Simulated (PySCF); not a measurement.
## What a change does: NMR shielding calculation on C$_{4}$H$_{4}$ClFO

System: C$_{4}$H$_{4}$ClFO, SMILES O[C@@H]1C(F)=C1CCl.
Method of run 1: GIAO PBE0/pcSseg-1 NMR shielding, non-relativistic, IEF-PCM cyclohexane (PySCF 2.14.0).

The geometry comes from this level: PBE0-D3(BJ)/def2-SVP. Text and figures count atoms from 1; the logs count them from 0 in places.

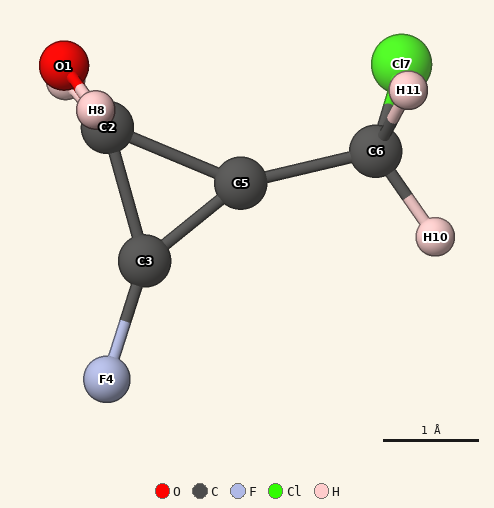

Figure 1. The structure as given in the input (ball-and-stick view, seen at an oblique angle; atoms are numbered from 1 in the order of the input). Bond lengths as drawn: C–C 1.30 to 1.52 Å, C–Cl 1.79 Å, C–F 1.31 Å, C–H 1.10 Å, C–O 1.39 Å and H–O 0.96 Å.

Input, run 1:
```
{"job": {"xc": "PBE0", "basis": "pcSseg-1", "solvent": "cyclohexane", "kind": "nmr", "pop": false}, "charge": 0, "multiplicity": 1}
O     -1.590308     0.409280     1.505810
C     -0.716738     0.876992     0.537260
C     -0.838453     0.581267    -0.887316
F     -1.510589     0.785457    -1.991487
C      0.142569    -0.053836    -0.310783
C      1.321372    -0.927811    -0.293416
Cl     2.786079    -0.004258     0.179556
H     -2.011923    -0.392778     1.175256
H     -0.293009     1.829366     0.890018
H      1.511441    -1.370982    -1.279760
H      1.202875    -1.733670     0.444187
```

The first line tells a small driver script what to run in PySCF; the rest is the geometry in Å.

Command:
```bash
OMP_NUM_THREADS=1 python <driver script> task.json out
```

Hardware: 1 CPU thread, shared host.

Output (run 1):
```
coarse grid: 10624 points
cycle   1  E = -789.2906248253  dE =  1.247e+00  |g| = 7.000e-01  |ddm| = 3.178e+00
cycle   2  E = -789.2040696860  dE =  8.656e-02  |g| = 9.956e-01  |ddm| = 1.454e+00
cycle   3  E = -789.3777442925  dE = -1.737e-01  |g| = 8.662e-02  |ddm| = 9.374e-01
cycle   4  E = -789.3792088767  dE = -1.465e-03  |g| = 2.851e-02  |ddm| = 1.225e-01
cycle   5  E = -789.3793769893  dE = -1.681e-04  |g| = 8.491e-03  |ddm| = 3.777e-02
cycle   6  E = -789.3793909966  dE = -1.401e-05  |g| = 3.506e-03  |ddm| = 9.587e-03
cycle   7  E = -789.3793937749  dE = -2.778e-06  |g| = 1.130e-03  |ddm| = 3.870e-03
final grid: 100880 points
cycle   8  E = -789.4365794147  dE = -2.661e-05  |g| = 9.309e-03  |ddm| = 2.898e-02
cycle   9  E = -789.4365559737  dE =  2.344e-05  |g| = 1.437e-02  |ddm| = 1.844e-02
cycle  10  E = -789.4365957213  dE = -3.975e-05  |g| = 1.492e-03  |ddm| = 1.175e-02
cycle  11  E = -789.4365961126  dE = -3.913e-07  |g| = 4.917e-04  |ddm| = 1.692e-03
cycle  12  E = -789.4365961626  dE = -4.997e-08  |g| = 1.011e-04  |ddm| = 5.102e-04
cycle  13  E = -789.4365961647  dE = -2.115e-09  |g| = 2.906e-05  |ddm| = 1.055e-04
cycle  14  E = -789.4365961649  dE = -1.742e-10  |g| = 6.757e-06  |ddm| = 3.246e-05
converged SCF energy = -789.4365961649

GIAO shielding tensors (ppm)
atom      isotropic    diamagn.    paramagn.     s11        s22        s33       span
  0 O      250.875     388.982    -138.108    170.628    257.679    324.317    153.689
  1 C      124.167     243.943    -119.776     83.682    102.480    186.339    102.656
  2 C       29.110     252.947    -223.837    -70.154     70.346     87.138    157.292
  3 F      303.567     471.559    -167.992    155.766    266.298    488.637    332.872
  4 C       80.936     262.409    -181.473     -6.542     91.766    157.583    164.126
  5 C      147.248     242.856     -95.608    120.057    141.554    180.135     60.078
  6 Cl     857.900    1145.393    -287.493    689.990    784.997   1098.713    408.724
  7 H       31.219      31.763      -0.544     24.666     27.783     41.209     16.543
  8 H       26.862      28.343      -1.481     21.861     26.744     31.979     10.118
  9 H       26.852      26.764       0.088     20.711     26.632     33.212     12.501
 10 H       27.020      27.354      -0.334     21.399     26.231     33.431     12.032
```

The input of run 2 differs as follows (lines with − go, lines with + come):
```diff
-"xc": "PBE0"
+"xc": "KT2"
-"solvent": "cyclohexane"
```

Predict how the results change.

The total energies belong to different models, so their difference says nothing on which is more stable or more accurate. The HOMO goes from −7.71 to −6.39 eV. The LUMO goes from −0.52 to −1.65 eV. The dipole moment goes from 2.61 to 2.23 D. Of all shieldings, the largest change is that of Cl7, by −24.5 ppm. The functional changes from PBE0 to KT2. The SCF takes 16 iterations against 14.

Output (run 2):
```
coarse grid: 10624 points
cycle   1  E = -798.2228026604  dE =  1.153e+00  |g| = 8.943e-01  |ddm| = 3.195e+00
cycle   2  E = -797.7905531103  dE =  4.322e-01  |g| = 1.724e+00  |ddm| = 2.717e+00
cycle   3  E = -798.3468077334  dE = -5.563e-01  |g| = 2.564e-01  |ddm| = 2.222e+00
cycle   4  E = -798.3619840443  dE = -1.518e-02  |g| = 7.121e-02  |ddm| = 4.419e-01
cycle   5  E = -798.3627902336  dE = -8.062e-04  |g| = 3.588e-02  |ddm| = 1.007e-01
cycle   6  E = -798.3630199465  dE = -2.297e-04  |g| = 1.150e-02  |ddm| = 4.266e-02
cycle   7  E = -798.3630471416  dE = -2.720e-05  |g| = 5.053e-03  |ddm| = 1.725e-02
cycle   8  E = -798.3630527368  dE = -5.595e-06  |g| = 1.803e-03  |ddm| = 6.746e-03
final grid: 100880 points
cycle   9  E = -798.4547078989  dE = -1.662e-04  |g| = 3.266e-02  |ddm| = 6.643e-02
cycle  10  E = -798.4542208943  dE =  4.870e-04  |g| = 6.047e-02  |ddm| = 7.958e-02
cycle  11  E = -798.4548631008  dE = -6.422e-04  |g| = 8.661e-03  |ddm| = 6.034e-02
cycle  12  E = -798.4548757967  dE = -1.270e-05  |g| = 3.938e-03  |ddm| = 1.271e-02
cycle  13  E = -798.4548796878  dE = -3.891e-06  |g| = 7.221e-04  |ddm| = 4.440e-03
cycle  14  E = -798.4548798088  dE = -1.210e-07  |g| = 1.201e-04  |ddm| = 7.791e-04
cycle  15  E = -798.4548798120  dE = -3.214e-09  |g| = 3.256e-05  |ddm| = 1.644e-04
cycle  16  E = -798.4548798123  dE = -2.285e-10  |g| = 1.089e-05  |ddm| = 4.874e-05
converged SCF energy = -798.4548798123

GIAO shielding tensors (ppm)
atom      isotropic    diamagn.    paramagn.     s11        s22        s33       span
  0 O      231.014     388.198    -157.184    147.885    242.956    302.201    154.316
  1 C      119.227     245.610    -126.383     79.776     98.986    178.921     99.145
  2 C       34.398     253.781    -219.383    -47.224     66.316     84.104    131.328
  3 F      282.063     472.923    -190.860    129.401    248.736    468.051    338.650
  4 C       85.444     262.543    -177.100      7.582     97.446    151.303    143.721
  5 C      145.270     245.579    -100.309    117.688    140.943    177.178     59.490
  6 Cl     833.430    1147.394    -313.964    656.180    753.791   1090.319    434.140
  7 H       31.715      32.096      -0.381     26.010     28.595     40.539     14.529
  8 H       26.629      28.643      -2.014     21.788     26.712     31.388      9.600
  9 H       26.790      27.264      -0.474     20.639     26.704     33.027     12.387
 10 H       26.909      28.014      -1.105     21.194     26.383     33.149     11.955
```

The two runs side by side:

```csv
quantity,run 1,run 2
outcome,converged,converged
total energy (hartree),−789.436596,−798.454880
HOMO (eV),−7.71,−6.39
LUMO (eV),−0.52,−1.65
dipole moment (D),2.61,2.23
shielding of O1 (ppm),250.9,231.0
shielding of C2 (ppm),124.2,119.2
shielding of C3 (ppm),29.1,34.4
shielding of F4 (ppm),303.6,282.1
shielding of C5 (ppm),80.9,85.4
shielding of C6 (ppm),147.2,145.3
shielding of Cl7 (ppm),857.9,833.4
SCF iterations,14,16
basis functions,146,146
wall time (shared host),14 s,19 s
```
